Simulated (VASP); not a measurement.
Shape and ions are relaxed at each volume.

Energy against volume of Os (hcp). All values below come from revPBE GGA, VASP's PBE PAW potentials (set 64) (plane waves; VASP).

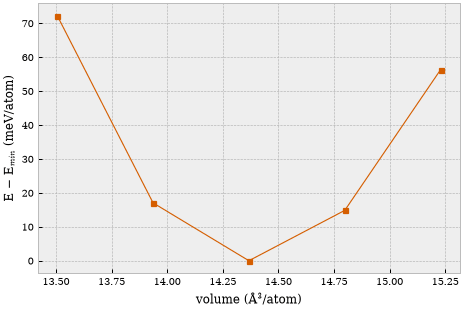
*Energy against volume*

Q: Estimate the equilibrium volume and the bulk modulus.

A: The minimum lies near 14.4 Å³/atom, and the curvature gives B0 of about 390 GPa.

Measured: bulk modulus 425 GPa at 0 K (computed value off by -7.2 %), as given by Vázquez-Parga, Fernández-Martínez, Viñes, J. Chem. Theory Comput. (2023), doi:10.1021/acs.jctc.3c00612, Supporting … [zero-point energy and finite temperature contributions removed].

The compound is Os in the hcp structure. It was relaxed first.
